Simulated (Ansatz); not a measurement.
# AlCl3H2O: the cost of one run

All numbers below are computed with Ansatz 0.2.0 (RKS r2SCAN-D4/def2-SVP).

## 1. The system as given

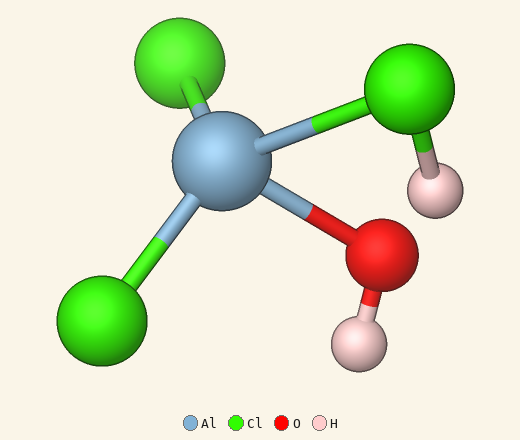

Start, viewed from a chosen angle; aluminium light blue, chlorine green, oxygen red, hydrogen pink.

As a file:

```xyz
7

Al    0.0000    0.0000    0.0000
Cl    0.0000    0.0000    2.5800
Cl    1.9312    0.0000   -1.1150
Cl   -1.9312    0.0000   -1.1150
O     0.0869   -1.9720    0.6559
H    -0.4595   -2.5566    0.0397
H     0.0622   -1.4098    1.8287
```

## 2. A restrained relaxation towards end A

Springs on the bonds that form and break draw the guess towards this end; the thresholds are loose.

input.yaml

```yaml
crystal:
  periodic: [false, false, false]
  atoms:
    - { symbol: Al, position_ang: [0.0, 0.0, 0.0] }
    - { symbol: Cl, position_ang: [0.0, 0.0, 2.58] }
    - { symbol: Cl, position_ang: [1.9312, 0.0, -1.115] }
    - { symbol: Cl, position_ang: [-1.9312, 0.0, -1.115] }
    - { symbol: O, position_ang: [0.0869, -1.972, 0.6559] }
    - { symbol: H, position_ang: [-0.4595, -2.5566, 0.0397] }
    - { symbol: H, position_ang: [0.0622, -1.4098, 1.8287] }
basis:
  gaussian: { orbitals: def2-SVP }
hamiltonian:
  xc: r2scan
  dispersion: d4
relax:
  f_tol: 0.15
  max_steps: 25
  restrain:
    - { distance: [0, 4], at: 2.98, k: 30.0 }
    - { distance: [6, 1], at: 2.57, k: 30.0 }
    - { distance: [0, 1], at: 2.23, k: 30.0 }
    - { distance: [6, 4], at: 1.01, k: 30.0 }
```

The run is started by

```bash
$ ansatz run input.yaml --threads 2 --pin off --max-ram 3072MiB --backend cpu --events-out ev --progress --plain --runs-dir out
```

Q: Estimate wall time and peak memory on 2 threads of Arm Neoverse V1, shared host.

About 55 s, with a peak of 0.16 GiB.
